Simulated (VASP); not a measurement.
Band structure of FeP (relaxed from the rock salt structure, space group Fm-3m). Level of theory: PBEsol GGA, VASP's PBE PAW potentials (set 64) (plane waves; VASP 6.6.1).

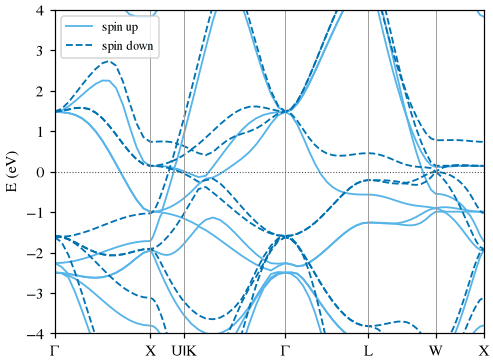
Figure: Bands along high-symmetry lines, zero at the valence-band maximum or, without a gap, the Fermi level

Read the plot: is there a gap, and where are the band edges?

It has no gap at this level: it comes out as a metal or semimetal. (Edges off the drawn lines would not show.)

The structure was generated: FeP was put into the rock salt type (Fm-3m), which need not be its known phase. It was relaxed first, which changed the volume by -30 %.
